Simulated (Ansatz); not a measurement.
**CH₃ClFSi (SMILES C[Si-](F)Cl) (charge −1): density, localisation and related maps**

Input file:

```
crystal:
  periodic: [false, false, false]
  atoms:
    - {symbol: C, position_ang: [1.911102, 0.130521, -1.901415]}
    - {symbol: Cl, position_ang: [1.052282, 2.041564, 0.388953]}
    - {symbol: F, position_ang: [-0.283755, 1.692589, -2.298370]}
    - {symbol: Si, position_ang: [1.354335, 1.986684, -1.871697]}
    - {symbol: H, position_ang: [2.899430, 0.014802, -1.426297]}
    - {symbol: H, position_ang: [1.191279, -0.519192, -1.376160]}
    - {symbol: H, position_ang: [1.995858, -0.210219, -2.948647]}
basis:
  gaussian:
    orbitals: def2-TZVPD
total_charge: -1
hamiltonian:
  xc: {name: PBE0}
output:
  forces: true
  orbitals: {seedname: orbitals}
```

Command:

```sh
ansatz run input.yaml --threads 2 --pin off --max-ram 4350MiB --events-out events.jsonl --progress --plain --runs-dir runs
```

Geometry: PBE0-D3(BJ)/def2-SVPD.

The calculation used Ansatz, isolated molecule in a Gaussian basis; Kohn-Sham density functional theory, functional PBE0.

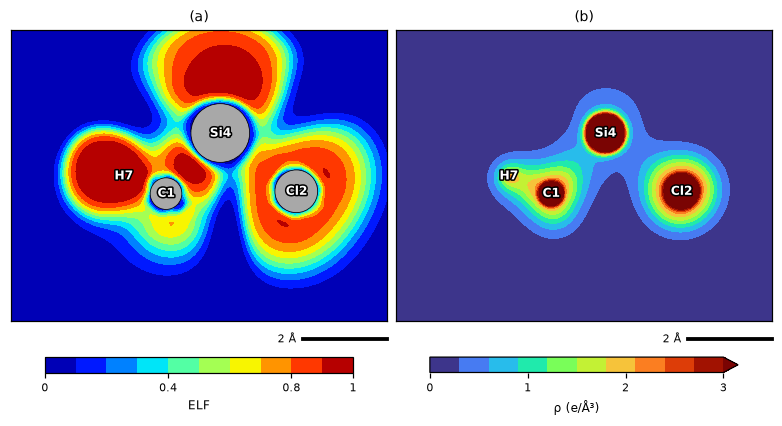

Figure 1. (a) ELF; (b) total electron density on the plane of atoms C1, Si4 and Cl2. Grey discs cover the atomic cores in the ELF map.

Interpret the plot.

The section cuts through C, Cl, Si and H sites.
C–Si (1.94 Å): the density is about 0.87 e/Å³ at the midpoint; the ELF peaks at about 0.95 between the atoms; localised, covalent bonding.
Si–Cl (2.28 Å): ρ at the midpoint is about 0.58 e/Å³, with its minimum of 0.44 e/Å³ about 0.9 Å from Si; the ELF peaks at about 0.85 between the atoms (a shared but strongly polarised pair).
C–H (1.10 Å): ρ is about 1.9 e/Å³ halfway; the ELF climbs to about 1 towards the hydrogen, as it does in any bond to H (a covalent bond by its length).
The ELF also peaks beside Cl2 and Si4, away from the bonds: lone-pair regions.

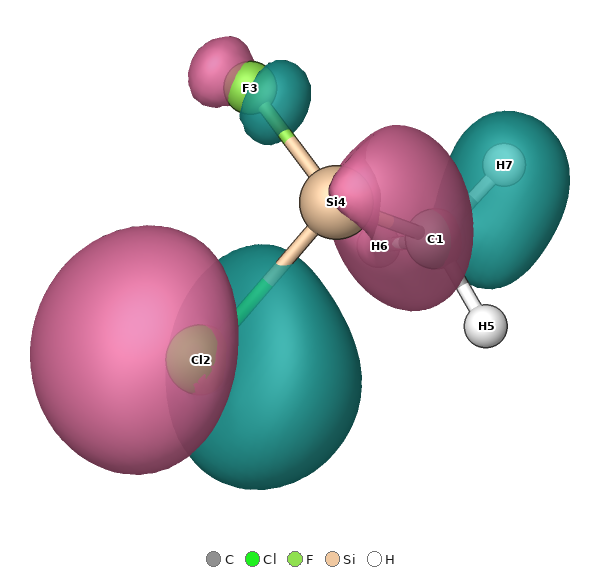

Figure 2. The HOMO−1 at ±0.08 Å⁻³ᐟ² (teal and pink are the two phases), seen at a tilt.

Describe this orbital and give its energy.

It lies mainly on Cl2 (about 75 %), Si4 (about 10 %) and C1 (about 10 %); largely a lone pair of Cl2. Its energy is −3.56 eV.

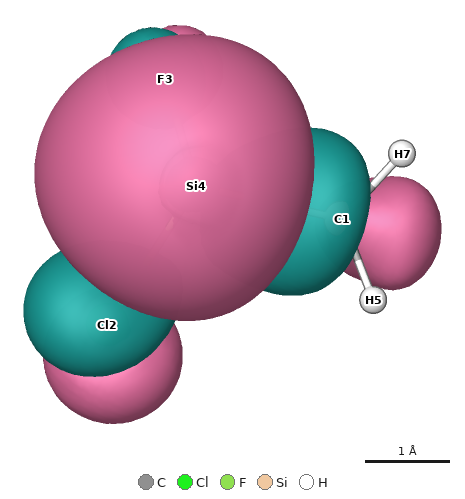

Figure 3. The HOMO at ±0.08 Å⁻³ᐟ² (teal and pink are the two phases), seen across its widest extent.

Describe this orbital and give its energy.

Its weight (Hirshfeld) is mainly on Si4 (about 70 %), C1 (about 10 %) and Cl2 (about 10 %). Its energy is −0.78 eV.
